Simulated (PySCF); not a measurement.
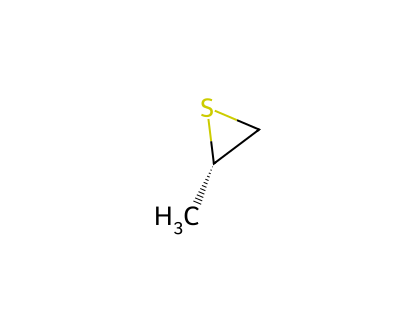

Skeletal drawing of a molecule.

Question: Write the SMILES.

Answer: C[C@H]1CS1

Question: What is the molecular formula?

Answer: C3H6S.

Question: An optimisation with PBE0-D3(BJ)/def2-SVP gave a structure of which point group?

Answer: C1.

More results for the same structure follow; atom numbers are the same in all pictures, views and colours differ. The computed structure is the end point of a PBE0-D3(BJ)/def2-SVP optimisation. No frequency run is at hand to confirm it as a minimum.

## Electronic properties

No frequency run is at hand to confirm it as a minimum. Level of theory: PBE0/def2-SVPD, gas phase (PySCF 2.14.0). Excitations: vertical, linear response.

Computed properties:

- dipole moment: 2.12 D
- HOMO energy (Kohn–Sham orbital): −6.54 eV
- LUMO energy (Kohn–Sham orbital): 0.10 eV
- HOMO–LUMO gap: 6.64 eV
- mean static polarisability: 56.5 bohr³
- lowest vertical singlet excitation: 4.88 eV
- its oscillator strength: 0.000
- brightest of the 6 lowest singlets: 6.28 eV
- its oscillator strength: 0.05

## Ring current

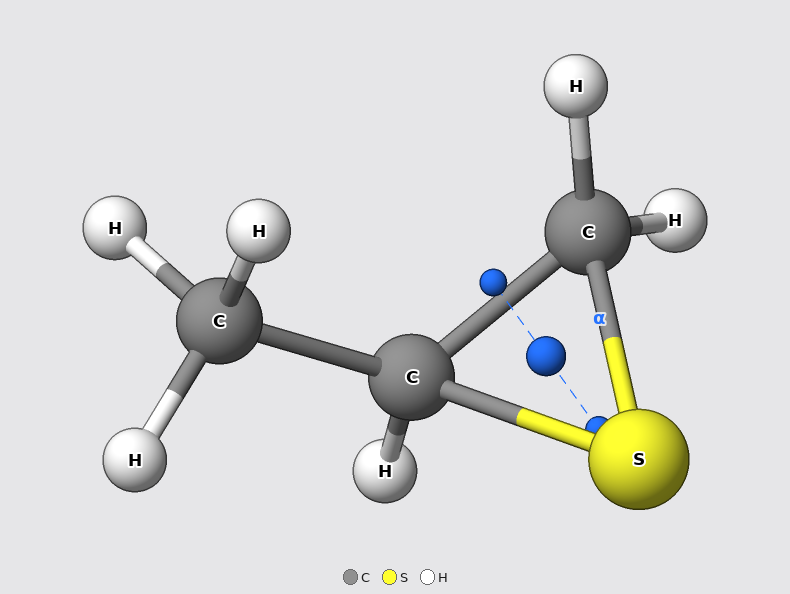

The small points mark where nucleus-independent chemical shifts (NICS) were computed: at the centre of each lettered ring and 1 Å above and below it. No frequency run is at hand to confirm it as a minimum. Level of theory: GIAO PBE0/pcSseg-1 NMR shielding, non-relativistic, IEF-PCM dimethylsulfoxide (PySCF 2.14.0).

Give NICS(0), NICS(1) and the out-of-plane component NICS(1)zz for each ring (means of the two sides).

```tsv
ring	members	NICS(0)	NICS(1)	NICS(1)zz
α	C2S	−48.3	−8.8	−23.2
```

Values in ppm.

## NMR shielding

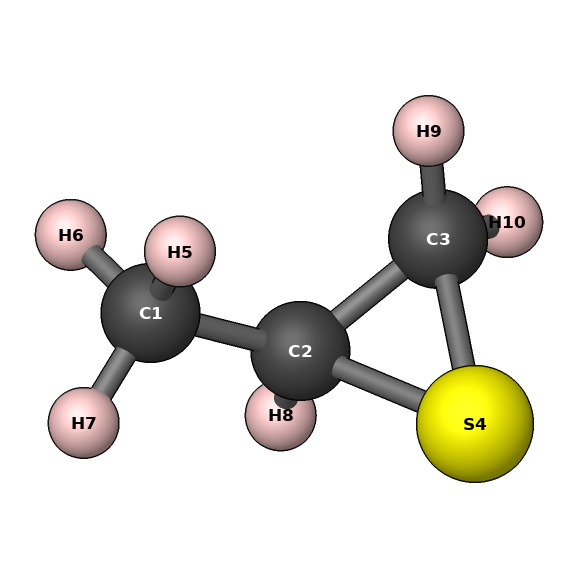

No frequency run is at hand to confirm it as a minimum. Level of theory: GIAO PBE0/pcSseg-1 NMR shielding, non-relativistic, IEF-PCM dimethylsulfoxide (PySCF 2.14.0). Principal shieldings σ11 ≤ σ22 ≤ σ33, span Ω = σ33 − σ11, skew κ = 3(σiso − σ22)/Ω.

Give the shielding tensors of the S atoms.

```
atom    σ11    σ22     σ33   σiso      Ω      κ
  S4  327.5  743.8  1129.2  733.5  801.7  −0.04
```

Shieldings and span in ppm.

## Quadrupole coupling

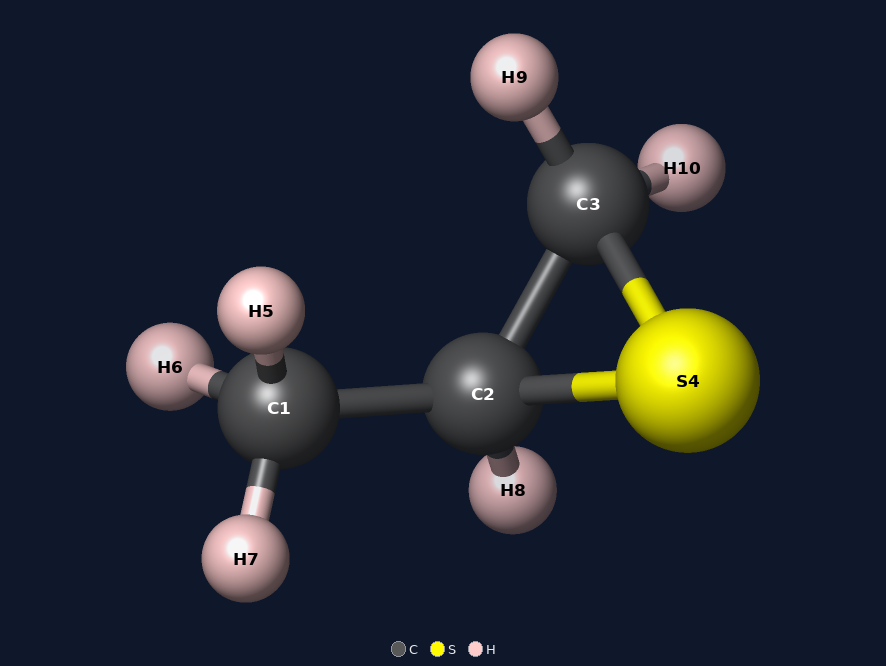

No frequency run is at hand to confirm it as a minimum. Electric field gradients from the ground-state density, PBE0/pcSseg-1 in chloroform (IEF-PCM) (PySCF 2.14.0), non-relativistic apart from any core potentials.

Give the largest field-gradient component, the quadrupole coupling constant and the asymmetry for 33S at S4 (Q = −67.81 mb), 2H at H5 (Q = 2.86 mb), 2H at H6 (Q = 2.86 mb), 2H at H7 (Q = 2.86 mb), 2H at H8 (Q = 2.86 mb).

```
atom  V_zz (a.u.)  e²qQ/h (MHz)     η
  S4       −3.054          48.7  0.38
  H5        0.290         0.195  0.04
  H6        0.286         0.192  0.03
  H7        0.291         0.196  0.03
  H8        0.291         0.196  0.06
```
